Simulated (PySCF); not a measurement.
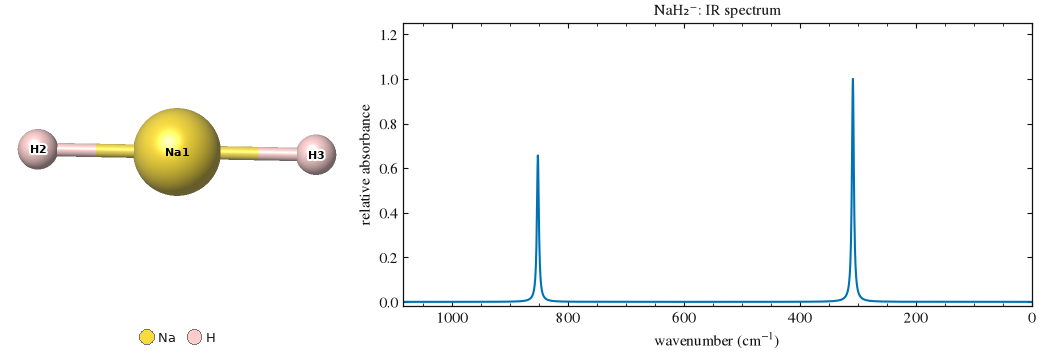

Infrared spectrum of NaH₂⁻, singlet (point group D∞h). Unscaled harmonic wavenumbers and double-harmonic intensities, PBE0/def2-TZVPD in PySCF 2.14.0, isolated molecule. The structure is the lowest of the points that a search from linear and bent starts found. Degenerate modes count as one line, with their intensities summed. Lorentzian lines of 4 cm⁻¹ full width. Close modes add up in the curve.

Which modes are missing from the spectrum (below 0.05 km/mol)?

Answer. 890.8 cm⁻¹ (σg+).

List the modes.

Answer.
```tsv
cm⁻¹	km/mol	symmetry
308.3	1769.0	πu (×2)
851.5	1162.4	σu+
890.8	0.0	σg+
```
